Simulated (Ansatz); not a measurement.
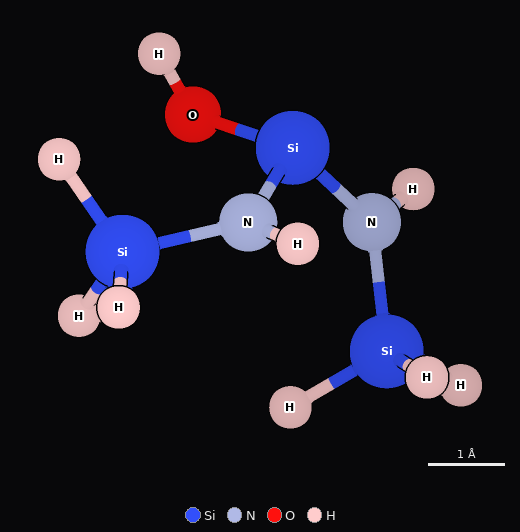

The structure as given in the input (ball-and-stick view, seen at a tilt).

Single-point calculation of Si$_{3}$N$_{2}$H$_{9}$O

- system: Si$_{3}$N$_{2}$H$_{9}$O, multiplicity 2
- method: UKS BLYP-D4/def2-TZVPP (Ansatz 0.2.0)

The geometry comes from this level: PBE0-D4/def2-TZVP.

What the program printed:
```
Functional definition: BLYP
  name "BLYP"
  cite "Becke, Phys. Rev. A 38, 3098 (1988) doi:10.1103/PhysRevA.38.3098"
  cite "Lee, Yang & Parr, Phys. Rev. B 37, 785 (1988) doi:10.1103/PhysRevB.37.785"
  parameter beta = 0.0042
  parameter a = 0.04918
  parameter b = 0.132
  parameter c = 0.2533
  parameter d = 0.349
  exchange = b88_x(beta = beta)
  correlation = lyp_c(a = a, b = b, c = c, d = d)
1856 factors; their error is unknown
mean field evaluation 1: about -28783.9764 eV, gradient 8.6e1 eV
mean field evaluation 2: about -28666.3176 eV, gradient 1.7e2 eV
mean field evaluation 4: about -28809.9525 eV, gradient 1.2e1 eV
mean field evaluation 8: about -28810.5426 eV, gradient 3.1e-1 eV
mean field evaluation 16: about -28810.4916 eV, gradient 3.2e-3 eV
mean field -28810.49163362 eV, -1058.7660390829 hartree, gradient 3.1e-5 eV, S^2 0.751442; 0 other end points of the search recorded, 0 dependent functions left out
reference -28810.49207458 eV, -1058.7660552877 hartree; 37, 36 occupied and 308, 309 virtual orbitals, 1856 factors
Total energy: -28811.46611548 eV, -1058.8018506307 hartree
```

The run was set up as follows.

Input file:
```yaml
crystal:
  periodic: [false, false, false]
  atoms:
    - {symbol: Si, position_ang: [0.344780, -0.604448, 0.402557]}
    - {symbol: N, position_ang: [1.255524, -0.386079, -1.031506]}
    - {symbol: Si, position_ang: [0.860130, 0.729321, -2.298499]}
    - {symbol: N, position_ang: [-1.113260, 0.291018, 0.199072]}
    - {symbol: Si, position_ang: [-1.647841, 1.599459, 1.204994]}
    - {symbol: O, position_ang: [1.133544, 0.069184, 1.691286]}
    - {symbol: H, position_ang: [2.088015, -0.941566, -1.158460]}
    - {symbol: H, position_ang: [0.802729, 2.133469, -1.817861]}
    - {symbol: H, position_ang: [1.921869, 0.607374, -3.332602]}
    - {symbol: H, position_ang: [-0.449623, 0.412197, -2.930840]}
    - {symbol: H, position_ang: [-1.776998, -0.043256, -0.484284]}
    - {symbol: H, position_ang: [-0.762597, 2.785516, 1.089278]}
    - {symbol: H, position_ang: [-3.018371, 1.961949, 0.757901]}
    - {symbol: H, position_ang: [-1.702475, 1.206983, 2.639590]}
    - {symbol: H, position_ang: [0.923201, -0.288741, 2.555849]}
basis:
  gaussian: {orbitals: def2-TZVPP}
magnetization: {spin_polarized: true, initial_magnetization: 1}
hamiltonian: {xc: {name: BLYP}, dispersion: d4}
```

Command:
```bash
ansatz run in.yaml --threads 4 --pin off --events-out ev --progress --plain --max-ram 66560MiB --backend cuda --devices 0, --max-vram 37GiB
```

Results in brief:

| quantity | value |
| --- | --- |
| outcome | converged |
| total energy | −28811.4661 eV |
| mean-field energy | −28810.4921 eV |
| dispersion energy | −0.9740 eV |
| ⟨S²⟩ | 0.751 |
| SCF solution under orbital rotations | stable |
| hardware | 4 CPU threads, shared host |
| wall time | 8.5 s (CPU time 5.2 s; the host was busy) |
| peak memory | 0.98 GiB |
